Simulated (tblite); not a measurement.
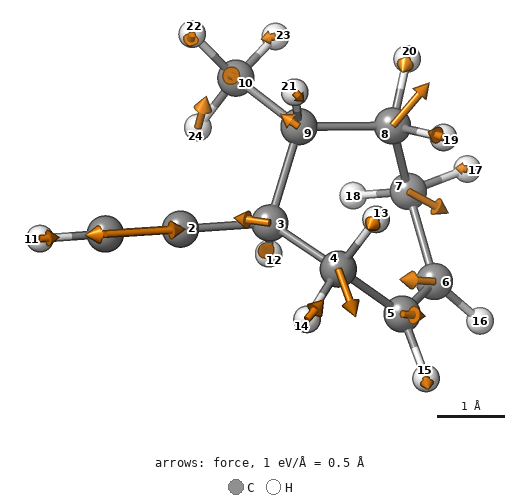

Starting geometry of C10H14 with the computed forces as orange arrows. A ball-and-stick model, seen at a tilt.

Theory: GFN2-xTB geometry optimisation, gas phase (tblite). 

Q: What follows when this structure is relaxed?

A: It isn't relaxed: the largest force vector, on a C atom, is 3.20 eV/Å. The final displacements have little in common with the starting forces (cosine between the two patterns 0.17). After 96 geometry steps the energy has fallen by 13.8 kcal/mol. An H atom moves most after the best rigid fit: 0.95 Å. Largest moves by element: H 0.95 Å, C 0.41 Å. Among the contacts that change: C–C 1.493 → 1.538 Å, C–H 1.123 → 1.088 Å, C–C 1.228 → 1.197 Å, C–C 1.519 → 1.540 Å. Bond angles that change, for instance: C–C–C 107.0° → 113.1°, C–C–C 107.8° → 113.2°, H–C–H 111.8° → 106.7°. Groups turn about C–C by about 45°.
